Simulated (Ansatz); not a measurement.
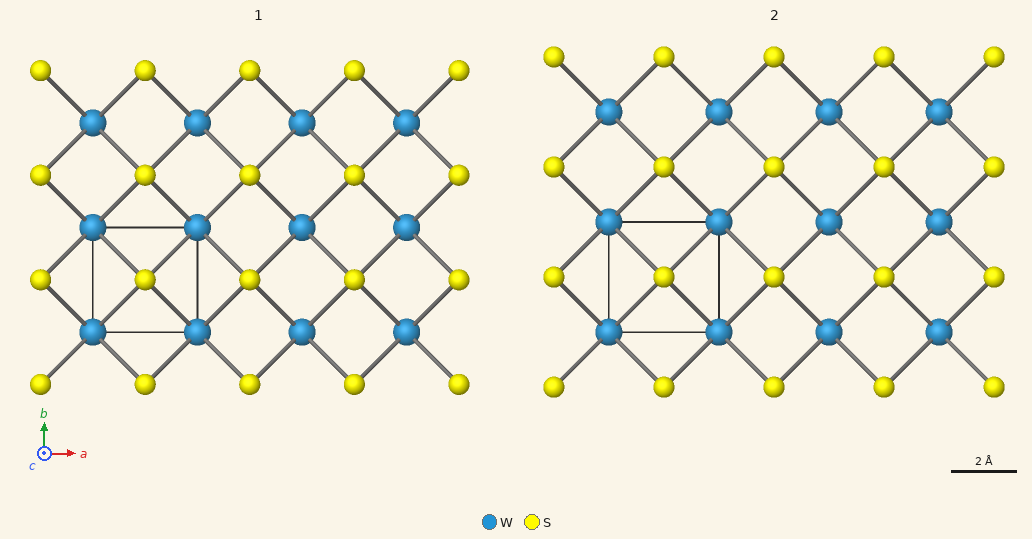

Two geometries of crystalline WS (built on the CsCl (B2) type), drawn at one scale. One is the start of a relaxation, the other its converged end. A ball-and-stick model of the cell of the calculation, repeated 3 × 2 × 1 with one cell outlined, seen along the c axis.

Level of theory: Ansatz, DFT PBE+U, scalar-relativistic, plane waves, PAW. (plane-wave cutoff 420 eV; k-point mesh 12 × 12 × 12; occupations gaussian; smearing width 0.02 eV; U W 6.2 eV; collinear spin; cell and atoms relaxed; force threshold 0.01 eV/Å; at most 60 steps)

Which one is relaxed?

Structure 2 is the relaxed one. Case: large parallel starting moments. The energy falls by 0.271 eV per cell of the calculation in 3 accepted moves (4 points after the start). All forces vanish by symmetry, so only the cell relaxes. The pressure goes from 17.39 to 0.01 GPa. The SCF was repeated once at an unchanged geometry on a basis and grid sized afresh for the cell, which shifted the energy by 1.1 meV per cell of the calculation at most. The atoms keep their places relative to the cell (all moves are under 0.005 Å). The drawn cell changes as follows: a = b = c 3.240 → 3.410 Å (+5.2 %); the volume changes by +16.6 %. Among the contacts that change: S–W 2.806 → 2.953 Å. The space group stays Pm-3m (No. 221).
